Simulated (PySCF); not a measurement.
# CH3Cl2−, a complex of two parts: interaction energy, part 3 of 3

PySCF 2.14.0. Atoms count from 0, parts from 1.

## 8. Coupled-cluster interaction energy: CCSD(T) and MP2, 2.83 Å

The job: settings as JSON, then the geometry in Å.

```
{"job": {"kind": "intercc", "basis": "aug-cc-pVDZ", "basis_mid": "aug-cc-pVTZ", "basis_large": "aug-cc-pVQZ"}, "charge": -1, "multiplicity": 1, "parts": [{"atoms": "0-4", "charge": 0, "multiplicity": 1}, {"atoms": "5-5", "charge": -1, "multiplicity": 1}]}
C     -0.125676    -0.043775    -0.075934
Cl     1.657418     0.075360     0.228922
H     -0.520953    -0.865999     0.508690
H     -0.285472    -0.221786    -1.132686
H     -0.592266     0.887652     0.221515
Cl    -2.906842    -0.181352    -0.565340
```

Level: CCSD(T)/aug-cc-pVDZ and MP2/aug-cc-pVTZ, aug-cc-pVQZ counterpoise interaction energy, frozen core, gas phase.

The log of the run:

```text
part 1, own basis, geometry of the cluster: E = -499.1484773011 (as before)

part 2, own basis, geometry of the cluster: E = -459.5737370343 (as before)

part 1, own basis, relaxed alone: E = -499.1486503883 (as before)

part 2, own basis, relaxed alone: E = -459.5737370343 (as before)

cluster
final grid: 6200 points
cycle   1  E = -958.7284525865  dE = -1.180e-02  |g| = 4.783e-02  |ddm| = 5.029e-01
cycle   2  E = -958.7295981594  dE = -1.146e-03  |g| = 2.062e-02  |ddm| = 1.557e-01
cycle   3  E = -958.7297899005  dE = -1.917e-04  |g| = 8.490e-03  |ddm| = 4.641e-02
cycle   4  E = -958.7298457911  dE = -5.589e-05  |g| = 1.705e-03  |ddm| = 3.763e-02
cycle   5  E = -958.7298482817  dE = -2.491e-06  |g| = 6.411e-04  |ddm| = 6.414e-03
cycle   6  E = -958.7298485350  dE = -2.533e-07  |g| = 1.557e-04  |ddm| = 2.206e-03
cycle   7  E = -958.7298485560  dE = -2.102e-08  |g| = 2.912e-05  |ddm| = 7.463e-04
cycle   8  E = -958.7298485567  dE = -6.746e-10  |g| = 6.498e-06  |ddm| = 1.473e-04
converged SCF energy = -958.7298485567

part 1 in the basis of the cluster
final grid: 6200 points
cycle   1  E = -499.1485076849  dE = -3.021e-05  |g| = 8.851e-04  |ddm| = 1.984e-01
cycle   2  E = -499.1485079620  dE = -2.771e-07  |g| = 1.043e-04  |ddm| = 2.315e-02
cycle   3  E = -499.1485079670  dE = -5.048e-09  |g| = 9.442e-06  |ddm| = 3.438e-03
cycle   4  E = -499.1485079671  dE = -4.263e-11  |g| = 3.466e-06  |ddm| = 1.729e-04
converged SCF energy = -499.1485079671

part 2 in the basis of the cluster
final grid: 6200 points
cycle   1  E = -459.5735162846  dE = -3.471e-05  |g| = 1.304e-03  |ddm| = 1.204e-01
cycle   2  E = -459.5735169133  dE = -6.287e-07  |g| = 2.716e-04  |ddm| = 1.408e-02
cycle   3  E = -459.5735169608  dE = -4.748e-08  |g| = 1.293e-04  |ddm| = 2.571e-03
cycle   4  E = -459.5735169663  dE = -5.506e-09  |g| = 1.832e-05  |ddm| = 6.876e-04
cycle   5  E = -459.5735169667  dE = -3.701e-10  |g| = 1.530e-06  |ddm| = 2.512e-04
converged SCF energy = -459.5735169667

Interaction energy (kcal/mol)
  counterpoise       -9.074
  uncorrected        -9.786
  dispersion part     0.000
  deformation         0.275
  binding            -8.798

Decomposition of the uncorrected value (kcal/mol)
  electrostatic     -19.425
  Pauli              22.752
  orbital            -8.278
  dispersion          0.000
  correlation        -4.835

Charge of each part in the cluster: -0.016 -0.984
part 1, own basis, geometry of the cluster: E = -499.1544679544 (as before)

part 2, own basis, geometry of the cluster: E = -459.5765936161 (as before)

part 1, own basis, relaxed alone: E = -499.1547340777 (as before)

part 2, own basis, relaxed alone: E = -459.5765936161 (as before)

cluster
final grid: 6200 points
cycle   1  E = -958.7371848546  dE = -1.195e-02  |g| = 4.877e-02  |ddm| = 4.560e-01
cycle   2  E = -958.7383457703  dE = -1.161e-03  |g| = 2.122e-02  |ddm| = 1.297e-01
cycle   3  E = -958.7385400503  dE = -1.943e-04  |g| = 8.620e-03  |ddm| = 4.799e-02
cycle   4  E = -958.7385972403  dE = -5.719e-05  |g| = 1.810e-03  |ddm| = 3.181e-02
cycle   5  E = -958.7386000090  dE = -2.769e-06  |g| = 6.685e-04  |ddm| = 7.593e-03
cycle   6  E = -958.7386002802  dE = -2.712e-07  |g| = 1.764e-04  |ddm| = 2.254e-03
cycle   7  E = -958.7386003065  dE = -2.628e-08  |g| = 3.429e-05  |ddm| = 6.927e-04
cycle   8  E = -958.7386003074  dE = -9.118e-10  |g| = 7.168e-06  |ddm| = 1.740e-04
converged SCF energy = -958.7386003074

part 1 in the basis of the cluster
final grid: 6200 points
cycle   1  E = -499.1544808740  dE = -1.227e-05  |g| = 5.464e-04  |ddm| = 1.610e-01
cycle   2  E = -499.1544809853  dE = -1.113e-07  |g| = 5.977e-05  |ddm| = 1.446e-02
cycle   3  E = -499.1544809872  dE = -1.815e-09  |g| = 4.125e-06  |ddm| = 2.022e-03
cycle   4  E = -499.1544809872  dE = -1.251e-11  |g| = 7.477e-07  |ddm| = 1.125e-04
converged SCF energy = -499.1544809872

part 2 in the basis of the cluster
final grid: 6200 points
cycle   1  E = -459.5763614985  dE = -9.573e-06  |g| = 9.760e-04  |ddm| = 9.798e-02
cycle   2  E = -459.5763619464  dE = -4.479e-07  |g| = 2.763e-04  |ddm| = 1.084e-02
cycle   3  E = -459.5763619937  dE = -4.737e-08  |g| = 1.150e-04  |ddm| = 2.319e-03
cycle   4  E = -459.5763620013  dE = -7.579e-09  |g| = 9.980e-06  |ddm| = 1.201e-03
cycle   5  E = -459.5763620014  dE = -1.190e-10  |g| = 1.060e-06  |ddm| = 2.937e-04
converged SCF energy = -459.5763620014

Interaction energy (kcal/mol)
  counterpoise       -9.506
  uncorrected        -9.885
  dispersion part     0.000
  deformation         0.364
  binding            -9.142

Decomposition of the uncorrected value (kcal/mol)
  electrostatic     -19.302
  Pauli              22.806
  orbital            -8.385
  dispersion          0.000
  correlation        -5.003

Charge of each part in the cluster: -0.016 -0.984
part 1 in the basis of the cluster: E(HF) = -499.122209759  E2 = -0.303203371  E(CCSD corr) = -0.333141001  (T) = -0.009550928
part 2 in the basis of the cluster: E(HF) = -459.563761823  E2 = -0.160685745  E(CCSD corr) = -0.172178238  (T) = -0.004427878
cluster: E(HF) = -958.694202077  E2 = -0.468503005  E(CCSD corr) = -0.508443290  (T) = -0.014654630

Counterpoise interaction energy (kcal/mol)
  hf_small                  -5.165
  mp2_small                 -8.060
  ccsd_small                -7.125
  ccsdt_small               -7.549
  hf_large                  -4.868
  mp2_large                 -9.506
  hf_middle                 -4.909
  mp2_middle                -9.074
  scs_mp2_large             -8.229
  mp2_limit                 -9.851
  ccsdt_less_mp2             0.511
  ccsdt_limit_estimate      -9.341
  bsse_mp2_large             0.379
```

Run time: 2 min. Hardware: 1 thread of Arm Neoverse V1, shared host; peak memory 1.2 GiB.

Contacts at this geometry (a selection, picked against the atoms' radii; other short pairs can be missing):

```tsv
atoms	distance (Å)	kind (by distance and angle)	angle (°)
C0···Cl5	2.83	inside the van der Waals sum	–
```

Differences are taken before rounding.

```tsv
method	interaction energy (kcal/mol)	from CCSD(T), limit estimate (kcal/mol)
HF/aug-cc-pVDZ	-5.16	+4.18
MP2/aug-cc-pVDZ	-8.06	+1.28
CCSD/aug-cc-pVDZ	-7.13	+2.22
CCSD(T)/aug-cc-pVDZ	-7.55	+1.79
HF/aug-cc-pVQZ	-4.87	+4.47
MP2/aug-cc-pVQZ	-9.51	-0.17
SCS-MP2/aug-cc-pVQZ	-8.23	+1.11
MP2, extrapolated	-9.85	-0.51
CCSD(T), limit estimate	-9.34	0
```

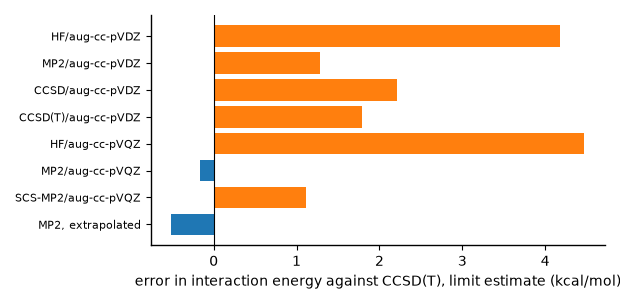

Error of each method against CCSD(T), limit estimate.

These energies keep the parts at their geometry in the cluster; deforming them to it costs 0.36 kcal/mol (MP2).

## 9. Coupled-cluster interaction energy: CCSD(T) and MP2, 4.71 Å

Settings changed since step 8:

```diff
@@ -6,2 +6,2 @@
 H     -0.592266     0.887652     0.221515
-Cl    -2.906842    -0.181352    -0.565340
+Cl    -4.760952    -0.273070    -0.891610
```

Method: CCSD(T)/aug-cc-pVDZ and MP2/aug-cc-pVTZ, aug-cc-pVQZ counterpoise interaction energy, frozen core, gas phase.

The log of the run:

```text
part 1, own basis, geometry of the cluster: E = -499.1484773011 (as before)

part 2, own basis, geometry of the cluster: E = -459.5737370343 (as before)

part 1, own basis, relaxed alone: E = -499.1486503883 (as before)

part 2, own basis, relaxed alone: E = -459.5737370343 (as before)

cluster
final grid: 6200 points
cycle   1  E = -958.7311989080  dE = -1.562e-03  |g| = 1.743e-02  |ddm| = 1.376e-01
cycle   2  E = -958.7313293886  dE = -1.305e-04  |g| = 7.336e-03  |ddm| = 5.985e-02
cycle   3  E = -958.7313514283  dE = -2.204e-05  |g| = 2.985e-03  |ddm| = 1.617e-02
cycle   4  E = -958.7313578125  dE = -6.384e-06  |g| = 6.631e-04  |ddm| = 1.326e-02
cycle   5  E = -958.7313582113  dE = -3.988e-07  |g| = 2.223e-04  |ddm| = 2.633e-03
cycle   6  E = -958.7313582453  dE = -3.402e-08  |g| = 5.280e-05  |ddm| = 8.666e-04
cycle   7  E = -958.7313582475  dE = -2.188e-09  |g| = 9.146e-06  |ddm| = 3.089e-04
cycle   8  E = -958.7313582476  dE = -5.525e-11  |g| = 1.774e-06  |ddm| = 5.028e-05
converged SCF energy = -958.7313582476

part 1 in the basis of the cluster
final grid: 6200 points
cycle   1  E = -499.1484797255  dE = -2.284e-06  |g| = 1.935e-04  |ddm| = 2.419e-02
cycle   2  E = -499.1484797404  dE = -1.484e-08  |g| = 2.026e-05  |ddm| = 1.950e-03
cycle   3  E = -499.1484797406  dE = -2.245e-10  |g| = 1.436e-06  |ddm| = 2.463e-04
converged SCF energy = -499.1484797406

part 2 in the basis of the cluster
final grid: 6200 points
cycle   1  E = -459.5735749336  dE = -8.232e-06  |g| = 7.315e-04  |ddm| = 5.334e-02
cycle   2  E = -459.5735752063  dE = -2.727e-07  |g| = 1.870e-04  |ddm| = 7.272e-03
cycle   3  E = -459.5735752310  dE = -2.472e-08  |g| = 8.502e-05  |ddm| = 1.286e-03
cycle   4  E = -459.5735752344  dE = -3.363e-09  |g| = 8.048e-06  |ddm| = 5.338e-04
cycle   5  E = -459.5735752344  dE = -6.901e-11  |g| = 1.336e-06  |ddm| = 9.710e-05
converged SCF energy = -459.5735752344

Interaction energy (kcal/mol)
  counterpoise       -5.720
  uncorrected        -5.765
  dispersion part     0.000
  deformation         0.275
  binding            -5.444

Decomposition of the uncorrected value (kcal/mol)
  electrostatic      -4.909
  Pauli               0.145
  orbital            -1.080
  dispersion          0.000
  correlation         0.080

Charge of each part in the cluster: -0.002 -0.998
part 1, own basis, geometry of the cluster: E = -499.1544679544 (as before)

part 2, own basis, geometry of the cluster: E = -459.5765936161 (as before)

part 1, own basis, relaxed alone: E = -499.1547340777 (as before)

part 2, own basis, relaxed alone: E = -459.5765936161 (as before)

cluster
final grid: 6200 points
cycle   1  E = -958.7400135673  dE = -1.560e-03  |g| = 1.788e-02  |ddm| = 1.261e-01
cycle   2  E = -958.7401452308  dE = -1.317e-04  |g| = 7.577e-03  |ddm| = 5.285e-02
cycle   3  E = -958.7401675839  dE = -2.235e-05  |g| = 3.032e-03  |ddm| = 1.814e-02
cycle   4  E = -958.7401741451  dE = -6.561e-06  |g| = 6.974e-04  |ddm| = 1.283e-02
cycle   5  E = -958.7401745788  dE = -4.337e-07  |g| = 2.305e-04  |ddm| = 3.149e-03
cycle   6  E = -958.7401746145  dE = -3.571e-08  |g| = 6.116e-05  |ddm| = 8.170e-04
cycle   7  E = -958.7401746174  dE = -2.908e-09  |g| = 1.079e-05  |ddm| = 3.104e-04
cycle   8  E = -958.7401746175  dE = -7.185e-11  |g| = 1.994e-06  |ddm| = 6.885e-05
converged SCF energy = -958.7401746175

part 1 in the basis of the cluster
final grid: 6200 points
cycle   1  E = -499.1544701364  dE = -1.933e-06  |g| = 1.931e-04  |ddm| = 6.435e-02
cycle   2  E = -499.1544701547  dE = -1.838e-08  |g| = 2.220e-05  |ddm| = 4.997e-03
cycle   3  E = -499.1544701550  dE = -3.074e-10  |g| = 1.344e-06  |ddm| = 5.047e-04
converged SCF energy = -499.1544701550

part 2 in the basis of the cluster
final grid: 6200 points
cycle   1  E = -459.5764330906  dE = -3.564e-06  |g| = 6.731e-04  |ddm| = 4.266e-02
cycle   2  E = -459.5764333413  dE = -2.507e-07  |g| = 1.984e-04  |ddm| = 5.657e-03
cycle   3  E = -459.5764333683  dE = -2.694e-08  |g| = 8.457e-05  |ddm| = 1.201e-03
cycle   4  E = -459.5764333726  dE = -4.378e-09  |g| = 6.205e-06  |ddm| = 6.053e-04
cycle   5  E = -459.5764333727  dE = -3.962e-11  |g| = 1.507e-06  |ddm| = 1.042e-04
converged SCF energy = -459.5764333727

Interaction energy (kcal/mol)
  counterpoise       -5.766
  uncorrected        -5.778
  dispersion part     0.000
  deformation         0.364
  binding            -5.403

Decomposition of the uncorrected value (kcal/mol)
  electrostatic      -4.883
  Pauli               0.142
  orbital            -1.080
  dispersion          0.000
  correlation         0.043

Charge of each part in the cluster: -0.002 -0.998
part 1 in the basis of the cluster: E(HF) = -499.122017289  E2 = -0.302897384  E(CCSD corr) = -0.332854060  (T) = -0.009520347
part 2 in the basis of the cluster: E(HF) = -459.563668754  E2 = -0.159246967  E(CCSD corr) = -0.170665605  (T) = -0.004151080
cluster: E(HF) = -958.695198562  E2 = -0.461837906  E(CCSD corr) = -0.503097738  (T) = -0.013666169

Counterpoise interaction energy (kcal/mol)
  hf_small                  -5.969
  mp2_small                 -5.777
  ccsd_small                -5.704
  ccsdt_small               -5.701
  hf_large                  -5.818
  mp2_large                 -5.766
  hf_middle                 -5.838
  mp2_middle                -5.720
  scs_mp2_large             -5.669
  mp2_limit                 -5.815
  ccsdt_less_mp2             0.076
  ccsdt_limit_estimate      -5.739
  bsse_mp2_large             0.012
```

Run time: 2 min. Hardware: 1 thread of Arm Neoverse V1, shared host; peak memory 1.2 GiB.

Contacts at this geometry (a selection, picked against the atoms' radii; other short pairs can be missing):

```tsv
atoms	distance (Å)	kind (by distance and angle)	angle (°)
C0···Cl5	4.71	beyond van der Waals contact	–
```

Differences are taken before rounding.

```tsv
method	interaction energy (kcal/mol)	from CCSD(T), limit estimate (kcal/mol)
HF/aug-cc-pVDZ	-5.97	-0.23
MP2/aug-cc-pVDZ	-5.78	-0.04
CCSD/aug-cc-pVDZ	-5.70	+0.03
CCSD(T)/aug-cc-pVDZ	-5.70	+0.04
HF/aug-cc-pVQZ	-5.82	-0.08
MP2/aug-cc-pVQZ	-5.77	-0.03
SCS-MP2/aug-cc-pVQZ	-5.67	+0.07
MP2, extrapolated	-5.82	-0.08
CCSD(T), limit estimate	-5.74	0
```

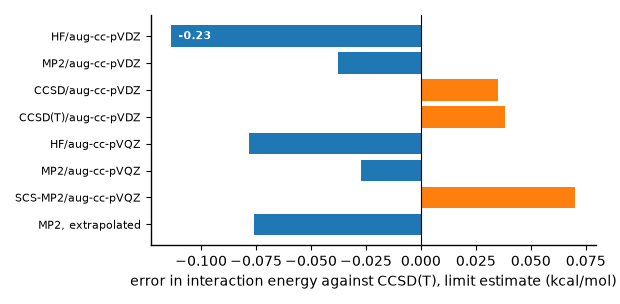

Deviations from CCSD(T), limit estimate, method by method. Bars with a number in them are cut short.

These energies keep the parts at their geometry in the cluster; deforming them to it costs 0.36 kcal/mol (MP2).

## 10. Coupled-cluster interaction energy: CCSD(T) and MP2, 6.28 Å

Settings changed since step 9:

```diff
@@ -6,2 +6,2 @@
 H     -0.592266     0.887652     0.221515
-Cl    -4.760952    -0.273070    -0.891610
+Cl    -6.306044    -0.349501    -1.163502
```

With the program's defaults for keys left out, this is: CCSD(T)/aug-cc-pVDZ and MP2/aug-cc-pVTZ, aug-cc-pVQZ counterpoise interaction energy, frozen core, gas phase.

The log of the run:

```text
part 1, own basis, geometry of the cluster: E = -499.1484773011 (as before)

part 2, own basis, geometry of the cluster: E = -459.5737370343 (as before)

part 1, own basis, relaxed alone: E = -499.1486503883 (as before)

part 2, own basis, relaxed alone: E = -459.5737370343 (as before)

cluster
final grid: 6200 points
cycle   1  E = -958.7274728203  dE = -5.329e-04  |g| = 1.041e-02  |ddm| = 7.875e-02
cycle   2  E = -958.7275170645  dE = -4.424e-05  |g| = 4.411e-03  |ddm| = 3.319e-02
cycle   3  E = -958.7275245709  dE = -7.506e-06  |g| = 1.737e-03  |ddm| = 8.873e-03
cycle   4  E = -958.7275266662  dE = -2.095e-06  |g| = 3.882e-04  |ddm| = 7.036e-03
cycle   5  E = -958.7275267974  dE = -1.312e-07  |g| = 1.296e-04  |ddm| = 1.508e-03
cycle   6  E = -958.7275268087  dE = -1.135e-08  |g| = 3.083e-05  |ddm| = 5.102e-04
cycle   7  E = -958.7275268094  dE = -7.167e-10  |g| = 5.490e-06  |ddm| = 1.520e-04
converged SCF energy = -958.7275268094

part 1 in the basis of the cluster
final grid: 6200 points
cycle   1  E = -499.1484775782  dE = -2.226e-07  |g| = 4.444e-05  |ddm| = 6.398e-03
cycle   2  E = -499.1484775793  dE = -1.005e-09  |g| = 3.772e-06  |ddm| = 4.861e-04
cycle   3  E = -499.1484775793  dE = -9.322e-12  |g| = 2.848e-07  |ddm| = 5.162e-05
converged SCF energy = -499.1484775793

part 2 in the basis of the cluster
final grid: 6200 points
cycle   1  E = -459.5736805450  dE = -1.980e-06  |g| = 2.893e-04  |ddm| = 3.007e-02
cycle   2  E = -459.5736806051  dE = -6.010e-08  |g| = 7.461e-05  |ddm| = 3.160e-03
cycle   3  E = -459.5736806101  dE = -5.022e-09  |g| = 3.457e-05  |ddm| = 4.902e-04
cycle   4  E = -459.5736806107  dE = -5.794e-10  |g| = 3.248e-06  |ddm| = 1.773e-04
converged SCF energy = -459.5736806107

Interaction energy (kcal/mol)
  counterpoise       -3.142
  uncorrected        -3.145
  dispersion part     0.000
  deformation         0.275
  binding            -2.867

Decomposition of the uncorrected value (kcal/mol)
  electrostatic      -3.005
  Pauli               0.002
  orbital            -0.368
  dispersion          0.000
  correlation         0.225

Charge of each part in the cluster: -0.000 -1.000
part 1, own basis, geometry of the cluster: E = -499.1544679544 (as before)

part 2, own basis, geometry of the cluster: E = -459.5765936161 (as before)

part 1, own basis, relaxed alone: E = -499.1547340777 (as before)

part 2, own basis, relaxed alone: E = -459.5765936161 (as before)

cluster
final grid: 6200 points
cycle   1  E = -958.7362991293  dE = -5.336e-04  |g| = 1.072e-02  |ddm| = 6.855e-02
cycle   2  E = -958.7363439959  dE = -4.487e-05  |g| = 4.572e-03  |ddm| = 3.119e-02
cycle   3  E = -958.7363516393  dE = -7.643e-06  |g| = 1.766e-03  |ddm| = 1.036e-02
cycle   4  E = -958.7363537981  dE = -2.159e-06  |g| = 4.079e-04  |ddm| = 6.866e-03
cycle   5  E = -958.7363539406  dE = -1.425e-07  |g| = 1.347e-04  |ddm| = 1.646e-03
cycle   6  E = -958.7363539526  dE = -1.202e-08  |g| = 3.567e-05  |ddm| = 4.819e-04
cycle   7  E = -958.7363539536  dE = -9.532e-10  |g| = 6.393e-06  |ddm| = 1.652e-04
converged SCF energy = -958.7363539536

part 1 in the basis of the cluster
final grid: 6200 points
cycle   1  E = -499.1544683009  dE = -2.905e-07  |g| = 6.448e-05  |ddm| = 2.467e-02
cycle   2  E = -499.1544683039  dE = -2.913e-09  |g| = 7.067e-06  |ddm| = 2.159e-03
cycle   3  E = -499.1544683039  dE = -4.115e-11  |g| = 3.437e-07  |ddm| = 2.558e-04
converged SCF energy = -499.1544683039

part 2 in the basis of the cluster
final grid: 6200 points
cycle   1  E = -459.5765373303  dE = -8.240e-07  |g| = 2.614e-04  |ddm| = 2.481e-02
cycle   2  E = -459.5765373786  dE = -4.833e-08  |g| = 7.615e-05  |ddm| = 3.450e-03
cycle   3  E = -459.5765373836  dE = -4.938e-09  |g| = 3.426e-05  |ddm| = 6.680e-04
cycle   4  E = -459.5765373843  dE = -7.361e-10  |g| = 2.794e-06  |ddm| = 2.800e-04
converged SCF energy = -459.5765373843

Interaction energy (kcal/mol)
  counterpoise       -3.166
  uncorrected        -3.163
  dispersion part     0.000
  deformation         0.364
  binding            -2.802

Decomposition of the uncorrected value (kcal/mol)
  electrostatic      -2.990
  Pauli               0.003
  orbital            -0.369
  dispersion          0.000
  correlation         0.194

Charge of each part in the cluster: -0.000 -1.000
part 1 in the basis of the cluster: E(HF) = -499.122009922  E2 = -0.302861086  E(CCSD corr) = -0.332815451  (T) = -0.009515780
part 2 in the basis of the cluster: E(HF) = -459.563651318  E2 = -0.159160613  E(CCSD corr) = -0.170583100  (T) = -0.004126074
cluster: E(HF) = -958.691147586  E2 = -0.461625818  E(CCSD corr) = -0.502953210  (T) = -0.013603759

Counterpoise interaction energy (kcal/mol)
  hf_small                  -3.443
  mp2_small                 -3.194
  ccsd_small                -3.163
  ccsdt_small               -3.139
  hf_large                  -3.356
  mp2_large                 -3.166
  hf_middle                 -3.369
  mp2_middle                -3.142
  scs_mp2_large             -3.142
  mp2_limit                 -3.192
  ccsdt_less_mp2             0.055
  ccsdt_limit_estimate      -3.137
  bsse_mp2_large            -0.003
```

Run time: 1.9 min. Hardware: 1 thread of Arm Neoverse V1, shared host; peak memory 1.2 GiB.

Contacts at this geometry (a selection, picked against the atoms' radii; other short pairs can be missing):

```tsv
atoms	distance (Å)	kind (by distance and angle)	angle (°)
C0···Cl5	6.28	beyond van der Waals contact	–
```

Differences are taken before rounding.

```tsv
method	interaction energy (kcal/mol)	from CCSD(T), limit estimate (kcal/mol)
HF/aug-cc-pVDZ	-3.44	-0.31
MP2/aug-cc-pVDZ	-3.19	-0.06
CCSD/aug-cc-pVDZ	-3.16	-0.03
CCSD(T)/aug-cc-pVDZ	-3.14	0.00
HF/aug-cc-pVQZ	-3.36	-0.22
MP2/aug-cc-pVQZ	-3.17	-0.03
SCS-MP2/aug-cc-pVQZ	-3.14	0.00
MP2, extrapolated	-3.19	-0.05
CCSD(T), limit estimate	-3.14	0
```

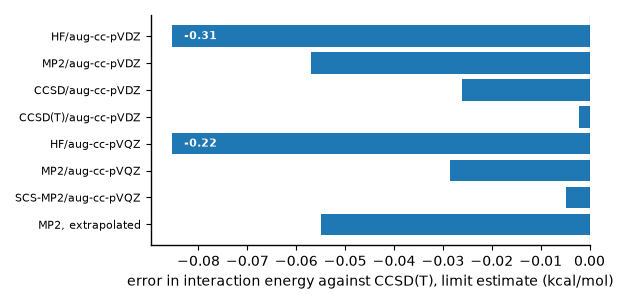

Deviations from CCSD(T), limit estimate, method by method. Bars with a number in them are cut short.

These energies keep the parts at their geometry in the cluster; deforming them to it costs 0.36 kcal/mol (MP2).

## 11. The curve

Counterpoise interaction energies (kcal/mol):

```tsv
C0···Cl5 (Å)	HF	MP2 limit	CCSD(T) estimate	time
2.83	-4.87	-9.85	-9.34	2 min
2.98	-7.28	-10.99	-10.63	2 min
3.14	-8.47	-11.23	-10.98	2.1 min
3.30	-8.92	-10.97	-10.78	2 min
3.46	-8.93	-10.45	-10.30	2 min
3.93	-7.91	-8.47	-8.38	2 min
4.71	-5.82	-5.82	-5.74	2 min
6.28	-3.36	-3.19	-3.14	1.9 min
```

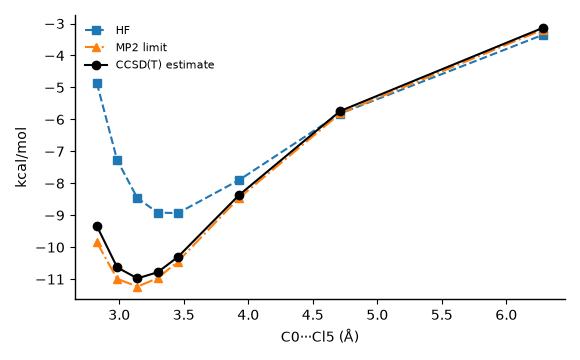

Interaction energy along the rigid scan.

## 12. Summary of results

This closing draws on all 3 parts.

| quantity | value |
| --- | --- |
| point group | C3v |
| rotational constants (main isotopes) | 158.32, 1.16, 1.16 GHz |
| CCSD(T) estimate at 2.83 Å | -9.34 kcal/mol |
| CCSD(T) estimate at 2.98 Å | -10.63 kcal/mol |
| CCSD(T) estimate at 3.14 Å | -10.98 kcal/mol |
| CCSD(T) estimate at 3.30 Å | -10.78 kcal/mol |
| CCSD(T) estimate at 3.46 Å | -10.30 kcal/mol |
| CCSD(T) estimate at 3.93 Å | -8.38 kcal/mol |
| CCSD(T) estimate at 4.71 Å | -5.74 kcal/mol |
| CCSD(T) estimate at 6.28 Å | -3.14 kcal/mol |

**Reading.** Over 5 steps the energy fell by 0.085 eV; of the close pairs, C0–Cl1 changed most, 1.746 to 1.813 Å. No frequency check was run at this level, so the end point may be a saddle. Along the rigid scan the CCSD(T) estimate is lowest at 3.14 Å (-10.98 kcal/mol), where MP2 at the limit misses it by -0.26 and Hartree-Fock by +2.51.
